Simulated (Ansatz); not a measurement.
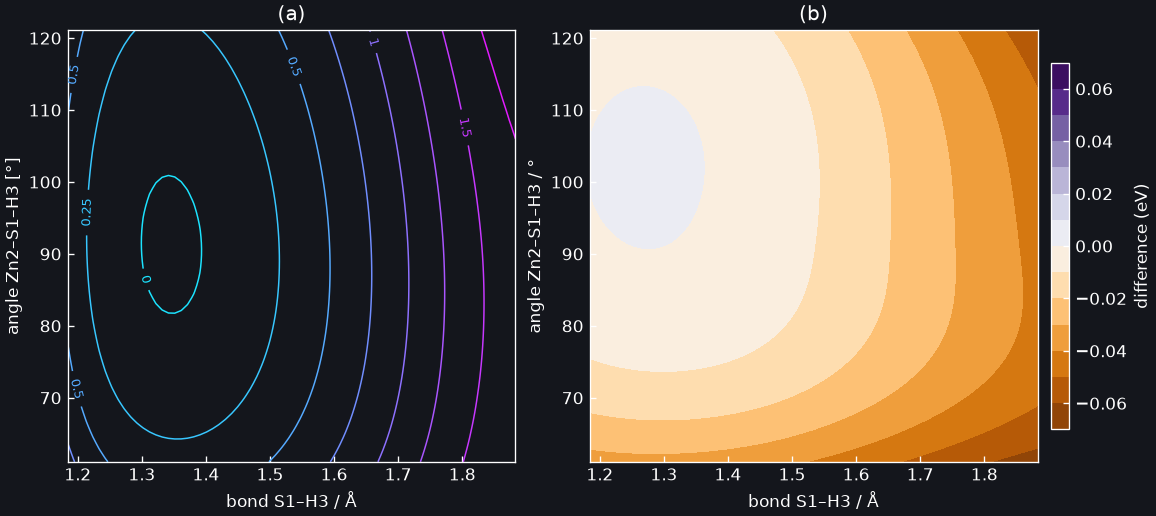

HSZn, SMILES [SH][Zn], spin multiplicity 2. Two internal coordinates are moved rigidly from the geometry relaxed at PBE0-D4/def2-TZVP, all others fixed. Coordinates scanned: (1) bond S1–H3; (2) angle Zn2–S1–H3. The grid has 5 × 5 points. Energies are in eV, from each map's own lowest point. These are results of UKS PBE0-D4/def2-TZVPP (Ansatz 0.2.0), not measurements.

Panel (a): Ansatz, UKS PBE0-D4/def2-TZVPP. Panel (b): the map at Ansatz 0.2.0, UKS r2SCAN-D4/def2-TZVPP less the map of (a), each from its own lowest point.

> How does the change of method alter the landscape?

The difference runs from −0.06 eV at bond S1–H3 = 1.883 Å, angle Zn2–S1–H3 = 61° to 0.0011 eV at bond S1–H3 = 1.299 Å, angle Zn2–S1–H3 = 106°. The interpolated minimum moves from 1.3462 to 1.3471 Å in bond S1–H3 and 90.9 to 90.6° in angle Zn2–S1–H3.
